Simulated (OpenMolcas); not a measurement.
# SiH4O3 (SMILES O[SiH](O)O), step by step

Aim: a single-point energy (HF/ANO-R0), then a single-point energy (CASSCF(2,2)/ANO-R1), then an energy scan (CASPT2(2,2)/ANO-R1), then an energy scan (SC-NEVPT2(2,2)/ANO-R1), then an energy scan (MC-PDFT[tPBE](2,2)/ANO-R1) of SiH4O3. 

The results are computed with OpenMolcas 26.06.

## 1. The structure to begin with

The species is SiH4O3 (8 atoms), meant as a singlet with charge 0. As SMILES, `O[SiH](O)O`. Geometry: relaxed at PBE0-D4/def2-TZVP. This is one conformer, not always the lowest.

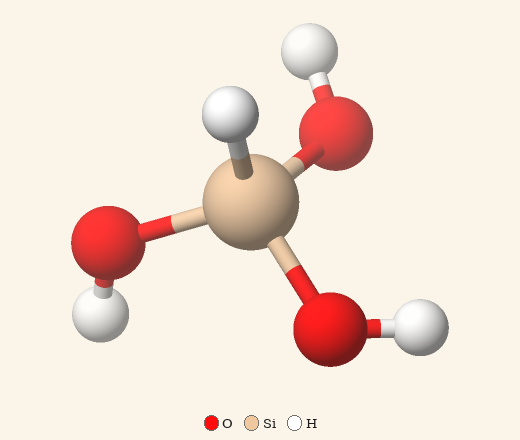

The structure, seen from a chosen angle (oxygen red, silicon light orange, hydrogen white).

## 2. A single-point energy at HF/ANO-R0 (sfX2C) (run 1)

struct.xyz

```xyz
8

O      0.057900     1.618800    -0.225000
Si    -0.171600     0.082600     0.269200
O      1.169300    -0.861100     0.196500
O     -1.250800    -0.639700    -0.721300
H      0.176800     1.769800    -1.164500
H     -0.642800     0.209400     1.662000
H      1.894900    -0.655000     0.786800
H     -1.141700    -1.581700    -0.859700
```

step1.inp

```
&GATEWAY
 COORD=struct.xyz
 BASIS=ANO-R0
 GROUP=NoSym

&SEWARD

&SCF
 PRORBITALS=0

&LOCALISATION
 OCCUPIED
 FREEZE
 PIPEK-MEZEY

&LOCALISATION
 FILEORB=$Project.LocOrb
 VIRTUAL
 PIPEK-MEZEY
```

Started as:

```
export MOLCAS_MEM=1860
pymolcas step1.inp > step1.log
```

The log of the run:

```text
--- Start Module: gateway ---
[...]
--- Stop Module: gateway /rc=_RC_ALL_IS_WELL_ ---
[...]
      Basis functions           28
[...]
       Convergence after  12 Iterations
[...]
::    Total SCF energy                               -515.8178327925
[...]
      Total spin, S                                     0.0000000000
[...]
      Total electronic charge=   42.000000
      Total            charge=   -0.000000
[...]
      Dipole Moment (debye):
      Origin of the operator (angstrom)=   -0.0611    0.0492   -0.0504
                   X=  1.8513E+00               Y= -1.0538E+00               Z= -1.6958E+00           Total=  2.7228E+00
      Quadrupole Moment (debye*angstrom):
[...]
--- Start Module: localisation ---
[...]
--- Stop Module: localisation /rc=_RC_ALL_IS_WELL_ ---
--- Start Module: localisation ---
[...]
--- Stop Module: localisation /rc=_RC_ALL_IS_WELL_ ---
[...]
```

It took 5.1 s on 1 thread of Intel Xeon Platinum 8259CL at 2.50GHz (Skylake/Cascade Lake), shared host; peak memory 0.38 GiB.

## 3. The energy at CASSCF(2,2)/ANO-R1 (sfX2C, RICD fitting) (run 2)

struct.xyz is that of step 2.

step2.input

```
* H4O3Si CASSCF

&GATEWAY
 Coord=struct.xyz
 Basis=ANO-R0
 Group=NoSym

&SEWARD

&RASSCF
 FileOrb=$CurrDir/step1.LocOrb
 Alter=1
 1 9 21
 Spin=1
 Nactel=2 0 0
 Inactive=20
 Ras2=2
 OrbListing=Nothing
>>> COPY $Project.RunFile RUNFIL1
>>> COPY $Project.RasOrb INPORB

&GATEWAY
 Coord=struct.xyz
 Basis=ANO-R1
 Group=NoSym
 RICD

&SEWARD
>>> COPY $Project.RunFile RUNFIL2

&EXPBAS

&RASSCF
 FileOrb=$Project.ExpOrb
 Spin=1
 Nactel=2 0 0
 Inactive=20
 Ras2=2
 OrbListing=Nothing
```

Started as:

```
export MOLCAS_MEM=1860
pymolcas step2.input > step2.log
```

The log of the run:

```text
--- Start Module: gateway ---
[...]
--- Stop Module: gateway /rc=_RC_ALL_IS_WELL_ ---
[...]
      Basis functions           28
[...]
      Number of active orbitals                  2
[...]
      Spin quantum number                      0.0
[...]
      Active orbitals                            2
[...]
      Number of CSFs                             3
[...]
      Number of root(s) required                 1
[...]
      Convergence after 15 iterations
[...]
      printout of CI-coefficients larger than  0.05 for root  1
      energy=    -515.834303
      conf/sym  11     Coeff  Weight
             1  20   0.99408 0.98819
             3  02  -0.10866 0.01181
      Natural orbitals and occupation numbers for root  1
      sym 1:   1.976387   0.023613
      ************************************************************************************************************************
      *                                                    Final results                                                     *
[...]
::    RASSCF root number  1 Total energy:   -515.83430326
[...]
      Basis functions           80
[...]
--- Start Module: expbas ---
[...]
--- Stop Module: expbas /rc=_RC_ALL_IS_WELL_ ---
--- Start Module: rasscf ---
[...]
      Convergence after 18 iterations
[...]
      Natural orbitals and occupation numbers for root  1
      sym 1:   1.982386   0.017614
      ************************************************************************************************************************
      *                                                    Final results                                                     *
[...]
::    RASSCF root number  1 Total energy:   -516.87655916
[...]
      Total electronic charge=   42.000000
      Total            charge=   -0.000000
[...]
      Dipole Moment (debye):
      Origin of the operator (angstrom)=   -0.0611    0.0492   -0.0504
                   X=  1.3891E+00               Y= -9.3573E-01               Z=  7.4623E-02           Total=  1.6765E+00
      Quadrupole Moment (debye*angstrom):
[...]
--- Stop Module: rasscf /rc=_RC_ALL_IS_WELL_ ---
[...]
```

It took 15 s on 1 thread of Intel Xeon Platinum 8259CL at 2.50GHz (Skylake/Cascade Lake), shared host; peak memory 0.38 GiB.

## 4. The energy along one coordinate at CASPT2(2,2)/ANO-R1 (sfX2C, RICD fitting, ipea shift 0.25 Eh, pt2 variant SS) (run 3)

step3.inp

```
>>> EXPORT MOLCAS_PRINT=2
>>> COPY $CurrDir/step2.RasOrb $Project.RasOrb
>>> ForEach K in (1, 2, 3, 4, 5, 6, 7, 8, 9)
&GATEWAY
Coord
$CurrDir/point$K.xyz
Basis
ANO-R1
Group
NoSym
RICD
&SEWARD
&RASSCF
FileOrb
$Project.RasOrb
Spin
1
Nactel
2 0 0
Inactive
20
Ras2
2
OrbListing
Nothing
&CASPT2
Imaginary
0.2
Frozen
8
>>> EndDo
```

Started as:

```
export MOLCAS_MEM=1860
pymolcas step3.inp > step3.log
```

The log of the run:

```text
[...]
      Basis functions           80
[...]
      Number of active orbitals                  2
[...]
      Spin quantum number                      0.0
[...]
      Active orbitals                            2
[...]
      Number of CSFs                             3
[...]
      Number of root(s) required                 1
[...]
      Convergence after 13 iterations
[...]
      Natural orbitals and occupation numbers for root  1
      sym 1:   1.987966   0.012034
      ************************************************************************************************************************
      *                                                    Final results                                                     *
[...]
::    RASSCF root number  1 Total energy:   -516.86416190
[...]
::    CASPT2 Root  1     Total energy:   -517.51600486
[...]
      Convergence after 14 iterations
[...]
      Natural orbitals and occupation numbers for root  1
      sym 1:   1.982384   0.017616
      ************************************************************************************************************************
      *                                                    Final results                                                     *
[...]
      Convergence after 14 iterations
[...]
      Natural orbitals and occupation numbers for root  1
      sym 1:   1.818453   0.181547
      ************************************************************************************************************************
      *                                                    Final results                                                     *
[...]
      Convergence after 17 iterations
[...]
      Natural orbitals and occupation numbers for root  1
      sym 1:   1.633562   0.366438
      ************************************************************************************************************************
      *                                                    Final results                                                     *
[...]
      Convergence after 17 iterations
[...]
      Natural orbitals and occupation numbers for root  1
      sym 1:   1.373065   0.626935
      ************************************************************************************************************************
      *                                                    Final results                                                     *
[...]
::    RASSCF root number  1 Total energy:   -516.70534936
[...]
::    CASPT2 Root  1     Total energy:   -517.33347413
[...]
      Convergence after 16 iterations
[...]
::    RASSCF root number  1 Total energy:   -516.69986853
[...]
::    CASPT2 Root  1     Total energy:   -517.32500928
[...]
```

Wall time 92 s (1 thread of Intel Xeon Platinum 8259CL at 2.50GHz (Skylake/Cascade Lake), shared host); peak memory 0.086 GiB.

The scan, from its lowest point:

| H5–O1 (Å) | energy (kJ/mol) |
| --- | --- |
| 0.863 | 33.6 |
| 0.959 | 0.0 |
| 1.055 | 19.0 |
| 1.199 | 92.2 |
| 1.390 | 211.2 |
| 1.630 | 343.4 |
| 1.918 | 449.7 |
| 2.301 | 512.8 |
| 2.877 | 535.0 |

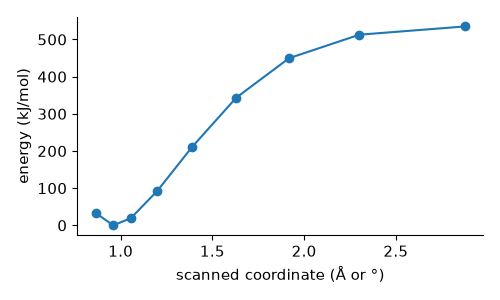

Energy along the scan.

## 5. An energy scan at SC-NEVPT2(2,2)/ANO-R1 (sfX2C, RICD fitting, pt2 variant SC-NEVPT2) (run 4)

step4.input

```
* H4O3Si NEVPT2
>>> COPY $CurrDir/step2.RasOrb $Project.RasOrb
>>> ForEach K in (1, 2, 3, 4, 5, 6, 7, 8, 9)

&GATEWAY
  Coord
  $CurrDir/point$K.xyz
  Basis
  ANO-R1
  Group
  NoSym
  RICD

&SEWARD

&RASSCF
  FileOrb
  $Project.RasOrb
  Spin
  1
  Nactel
  2 0 0
  Inactive
  20
  Ras2
  2
  OrbListing
  Nothing

&CASPT2
  SC-NEVPT2
  Frozen
  8
>>> EndDo
```

Started as:

```
export MOLCAS_MEM=1860
pymolcas step4.input > step4.log
```

The log of the run:

```text
[...]
      Basis functions           80
[...]
      Number of active orbitals                  2
[...]
      Spin quantum number                      0.0
[...]
      Active orbitals                            2
[...]
      Number of CSFs                             3
[...]
      Number of root(s) required                 1
[...]
      Convergence after 13 iterations
[...]
      printout of CI-coefficients larger than  0.05 for root  1
      energy=    -516.864162
      conf/sym  11     Coeff  Weight
             1  20   0.99699 0.99398
             3  02  -0.07757 0.00602
      Natural orbitals and occupation numbers for root  1
      sym 1:   1.987966   0.012034
      ************************************************************************************************************************
      *                                                    Final results                                                     *
[...]
::    RASSCF root number  1 Total energy:   -516.86416190
[...]
      E2 (Variational):          -0.6512084485
[...]
::    SC-NEVPT2 Root  1     Total energy:   -517.51530020
[...]
      Convergence after 14 iterations
[...]
      Natural orbitals and occupation numbers for root  1
      sym 1:   1.982384   0.017616
      ************************************************************************************************************************
      *                                                    Final results                                                     *
[...]
      Convergence after 14 iterations
[...]
      Natural orbitals and occupation numbers for root  1
      sym 1:   1.818453   0.181547
      ************************************************************************************************************************
      *                                                    Final results                                                     *
[...]
      Convergence after 17 iterations
[...]
      Natural orbitals and occupation numbers for root  1
      sym 1:   1.633562   0.366438
      ************************************************************************************************************************
      *                                                    Final results                                                     *
[...]
      Convergence after 17 iterations
[...]
::    RASSCF root number  1 Total energy:   -516.70534936
[...]
::    SC-NEVPT2 Root  1     Total energy:   -517.32983824
[...]
      Convergence after 16 iterations
[...]
::    RASSCF root number  1 Total energy:   -516.69986853
[...]
      E2 (Variational):          -0.6216052260
[...]
      Reference weight:           0.85317
[...]
::    SC-NEVPT2 Root  1     Total energy:   -517.32147375
[...]
```

It took 83 s on 1 thread of Intel Xeon Platinum 8259CL at 2.50GHz (Skylake/Cascade Lake), shared host; peak memory 0.086 GiB.

The scan, from its lowest point:

| H5–O1 (Å) | energy (kJ/mol) |
| --- | --- |
| 0.863 | 36.2 |
| 0.959 | 0.0 |
| 1.055 | 16.8 |
| 1.199 | 88.0 |
| 1.390 | 207.8 |
| 1.630 | 345.4 |
| 1.918 | 457.8 |
| 2.301 | 523.1 |
| 2.877 | 545.1 |

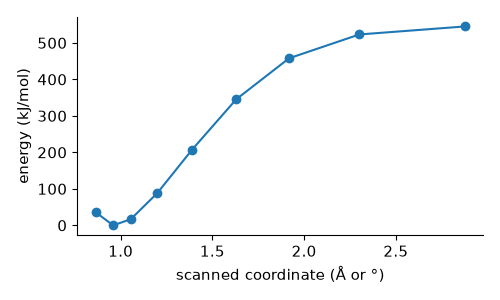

Energy along the scan.

## 6. The energy along one coordinate at MC-PDFT[tPBE](2,2)/ANO-R1 (sfX2C, RICD fitting) (run 5)

step5.input

```
>>> COPY $CurrDir/step2.RasOrb $Project.RasOrb
>>> ForEach K in (1, 2, 3, 4, 5, 6, 7, 8, 9)

&GATEWAY
 COORD = $CurrDir/point$K.xyz
 BASIS = ANO-R1
 GROUP = NoSym
 RICD

&SEWARD

&RASSCF
 FILEORB = $Project.RasOrb
 SPIN = 1
 NACTEL = 2 0 0
 INACTIVE = 20
 RAS2 = 2
 ORBLISTING = Nothing

&MCPDFT
 KSDFT = T:PBE
>>> EndDo
```

Started as:

```
export MOLCAS_MEM=1860
pymolcas step5.input > step5.log
```

The log of the run:

```text
--- Start Module: gateway ---
[...]
      Basis functions           80
[...]
      Number of active orbitals                  2
[...]
      Spin quantum number                      0.0
[...]
      Active orbitals                            2
[...]
      Number of CSFs                             3
[...]
      Number of root(s) required                 1
[...]
      Convergence after 13 iterations
[...]
      printout of CI-coefficients larger than  0.05 for root  1
      energy=    -516.864162
      conf/sym  11     Coeff  Weight
             1  20   0.99699 0.99398
             3  02  -0.07757 0.00602
      Natural orbitals and occupation numbers for root  1
      sym 1:   1.987966   0.012034
      ************************************************************************************************************************
      *                                                    Final results                                                     *
[...]
::    RASSCF root number  1 Total energy:   -516.86416190
[...]
::    MCPDFT root number  1 Total energy:   -518.13315680
[...]
      Convergence after 14 iterations
[...]
      Natural orbitals and occupation numbers for root  1
      sym 1:   1.982384   0.017616
      ************************************************************************************************************************
      *                                                    Final results                                                     *
[...]
      Convergence after 14 iterations
[...]
      Natural orbitals and occupation numbers for root  1
      sym 1:   1.818453   0.181547
      ************************************************************************************************************************
      *                                                    Final results                                                     *
[...]
      Convergence after 17 iterations
[...]
      Natural orbitals and occupation numbers for root  1
      sym 1:   1.633562   0.366438
      ************************************************************************************************************************
      *                                                    Final results                                                     *
[...]
      Convergence after 17 iterations
[...]
::    RASSCF root number  1 Total energy:   -516.70534936
[...]
::    MCPDFT root number  1 Total energy:   -517.94598477
[...]
      Convergence after 16 iterations
[...]
::    RASSCF root number  1 Total energy:   -516.69986853
[...]
      Total electronic charge=   42.000000
      Total            charge=   -0.000000
[...]
::    MCPDFT root number  1 Total energy:   -517.93595695
[...]
```

Run time: 95 s. Hardware: 1 thread of Intel Xeon Platinum 8259CL at 2.50GHz (Skylake/Cascade Lake), shared host; peak memory 0.086 GiB.

The scan, from its lowest point:

| H5–O1 (Å) | energy (kJ/mol) |
| --- | --- |
| 0.863 | 35.8 |
| 0.959 | 0.0 |
| 1.055 | 16.0 |
| 1.199 | 84.6 |
| 1.390 | 199.6 |
| 1.630 | 334.1 |
| 1.918 | 451.8 |
| 2.301 | 527.2 |
| 2.877 | 553.5 |

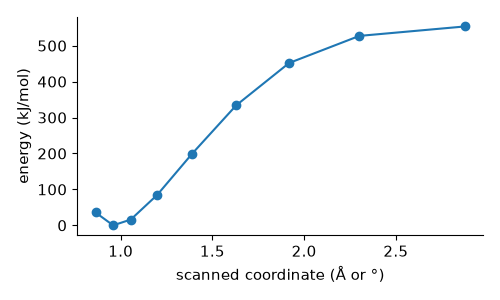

Energy along the scan.

## 7. Results

| quantity | value |
| --- | --- |
| run 1, HF/ANO-R0: total energy | -515.81783 Eh |
| run 1, HF/ANO-R0: dipole moment | 2.72 D |
| run 1, HF/ANO-R0: HOMO energy | -11.39 eV |
| run 1, HF/ANO-R0: LUMO energy | 5.31 eV |
| run 1, HF/ANO-R0: HOMO–LUMO gap | 16.70 eV |
| run 2, CASSCF(2,2)/ANO-R1: total energy | -516.87656 Eh |
| run 2, CASSCF(2,2)/ANO-R1: dipole moment (CASSCF density) | 1.68 D |
| run 3, CASPT2(2,2)/ANO-R1: lowest energy of the scan | -517.52880 Eh |
| run 4, SC-NEVPT2(2,2)/ANO-R1: lowest energy of the scan | -517.52907 Eh |
| run 5, MC-PDFT[tPBE](2,2)/ANO-R1: lowest energy of the scan | -518.14678 Eh |

**Reading.** Mulliken charges (run 1, HF/ANO-R0) run from -0.60 on O3 to +1.07 on Si2.
